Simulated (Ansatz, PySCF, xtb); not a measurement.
Breaking the C4–H7 bond in C2H6Zn (SMILES C[CH2][ZnH]) (multiplicity 1 held, fragments rigid). Energies count from the point at 1.092 Å.
Geometry at that point (charge 0, multiplicity 1):
```xyz
9

Zn    -0.10398     0.14811     0.83353
H     -0.34503     0.86439     2.18452
C      0.20221    -0.76014    -0.88504
C      0.18422     0.15106    -2.12118
H     -0.55495    -1.54400    -0.98684
H      1.16179    -1.28259    -0.81913
H      0.95367     0.92470    -2.06785
H     -0.77469     0.66152    -2.23669
H      0.36009    -0.41279    -3.04266
```

R- and RO- levels are restricted; in cc, def2 and unpolarised 6-31G sets they are followed outwards from rest. U- levels take the lowest unrestricted solution at each point, which mixes spins at long bonds. Active spaces are followed from a long bond inwards. Curves can end on different states.

Frozen-core correlation. Rows in LANL2DZ carry no dispersion term and start afresh at each structure. LANL2DZ brings its own core potentials from Na on.

Programs: Ansatz (Gaussian orbitals); PySCF for LANL2DZ rows; xtb for the GFN methods. Each number belongs to the level named beside it. The GFN methods have no spin term and hold the electronic entropy of 300 K.

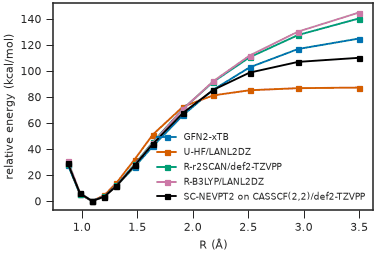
*Relative energy along the coordinate*

**Question.** Read off the U-HF/LANL2DZ curve at R = 2.950.

**Answer.** about 87 kcal/mol

Doubts at one or more of the structures used: a spin-contaminated determinant (U-HF/LANL2DZ); a restricted determinant that unrestricted orbitals would lower (R-r2SCAN/def2-TZVPP).

Ansatz is a first-principles code.
